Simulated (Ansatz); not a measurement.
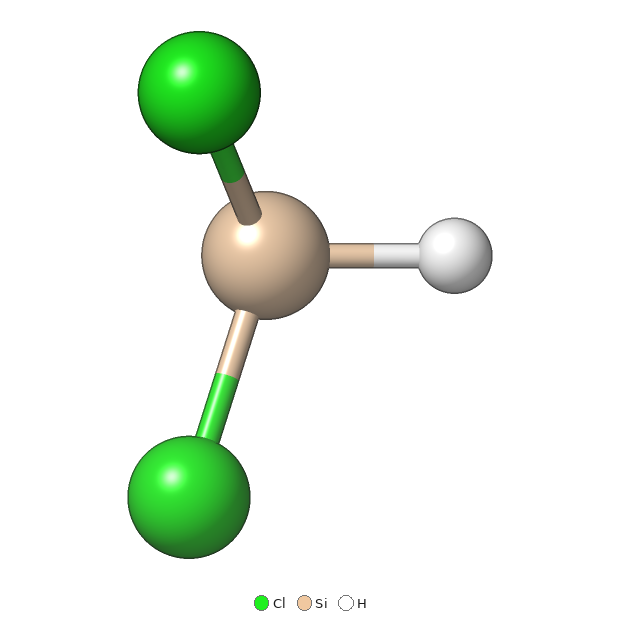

The picture shows a molecular structure as a ball-and-stick model.

Charge 0, doublet. Computed geometry: PBE0-D4/def2-TZVP optimisation.

What does the picture show?

The molecule is Cl2HSi. As SMILES it reads `Cl[SiH]Cl`. Among its groups: Si–H bond. This geometry has Cs symmetry. It is an open-shell species. Coordination: 1 Si trigonal pyramidal.

More results for the same structure follow; atom numbers are the same in all pictures, views and colours differ.

Electronic properties

Level of theory: UKS ωB97X-V/def2-TZVPP (Ansatz 0.2.0).

> Give the HOMO energy (Kohn–Sham orbital) at this level.

−8.91 eV.

> What is the ⟨S²⟩ of the determinant?

0.752.

Thermal motion

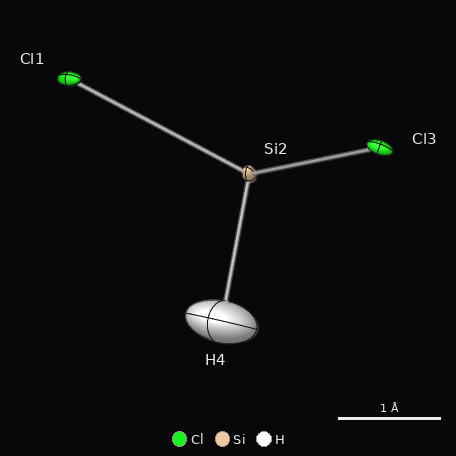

Displacement ellipsoids at the 50 % level, enlarged 1.5 times, from the internal vibrations of the free molecule (harmonic, no overall translation or rotation; no half-axis is drawn under 0.075 Å). Vibrations computed with UKS PBE0-D4/def2-TZVP (Ansatz 0.2.0). Temperature: 400 K.

> Which atom has the largest mean-square displacement?

H4, with U_eq = 0.0210 Å².

> Does H4 move more along its bond or across it?

Across it: the root-mean-square amplitude is 0.092 Å along the bond and up to 0.170 Å across, since bending and torsion are softer than stretching.

Give the displacement parameters, one line for each set of equivalent atoms.

| atom | U_eq (Å²) | rms amplitudes (Å) |
| --- | --- | --- |
| Cl1, Cl3 | 0.0013 | 0.003, 0.019, 0.059 |
| Si2 | 0.0014 | 0.011, 0.029, 0.056 |
| H4 | 0.0210 | 0.091, 0.160, 0.170 |

Vibrations

Harmonic vibrations computed with UKS PBE0-D4/def2-TZVP (Ansatz 0.2.0) at a stationary point of the same level.

> List the wavenumbers.

6 modes: 178, 518, 581, 653, 742, 2187 cm⁻¹.
